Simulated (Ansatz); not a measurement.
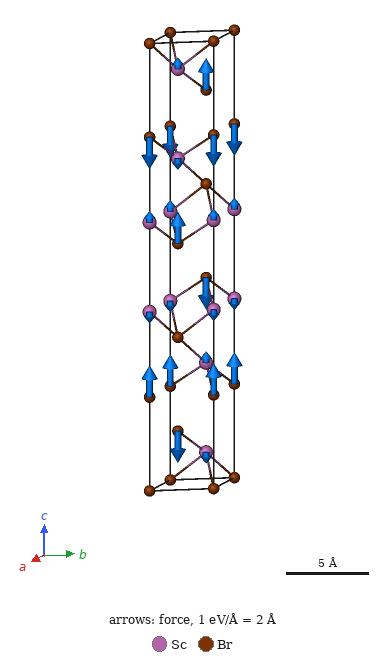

Starting geometry of crystalline Sc2Br3 (built on the tetradymite_166 type) (coarse preliminary run) with the computed forces as blue arrows. A ball-and-stick model of the conventional cell (3 times the calculation's cell), seen slightly off an axis. Lengths and directions refer to the drawn axes.

Case: tetradymite type (R-3m, No. 166).

Level of theory: DFT PBE, scalar-relativistic, plane waves, PAW in Ansatz. Set-up: plane-wave cutoff 420 eV; k-point mesh 6 × 6 × 6; occupations gaussian; smearing width 0.1 eV; no spin polarisation; cell and atoms relaxed; force threshold 0.04 eV/Å; at most 70 steps.

Q: Is this structure relaxed? If not, where do the atoms go?

A: It isn't relaxed: the largest force vector, on Br atoms, is 1.00 eV/Å. The atoms end up moving mostly along the starting forces (cosine between the two patterns 0.93). The energy falls by 178 meV per atom in 5 accepted moves (6 points after the start). Largest force component: 1 eV/Å at the start, 0.027 eV/Å at the end. The pressure goes from −3.24 to −0.22 GPa. The SCF was repeated once at an unchanged geometry on a basis and grid sized afresh for the cell, which shifted the energy by 0.1 meV per atom at most. The largest moves relative to the cell, 0.67 Å, are those of Br atoms. By element the largest moves are Br 0.67 Å, Sc 0.59 Å. Cell: a = b 4.010 → 4.001 Å (−0.2 %), c 27.880 → 29.648 Å (+6.3 %). Volume +5.9 %. Some distances before and after: Br–Br 3.326 → 4.507 Å, Br–Sc 2.969 → 2.695 Å, Br–Sc 2.811 → 2.821 Å. Bond angles that change, for instance: Br–Sc–Br 85.0° → 95.9°, Sc–Br–Sc 95.0° → 84.1°, Sc–Br–Sc 85.0° → 95.9°. The space group stays R-3m (No. 166). Cost: 50 s on 1 thread of Intel(R) Xeon(R) Platinum 8375C CPU @ 2.90GHz (Ice Lake) (shared host), peak memory 0.48 GiB.

Limits of the set-up: an odd number of electrons was run without spin polarisation, which fails if the electron would localise.
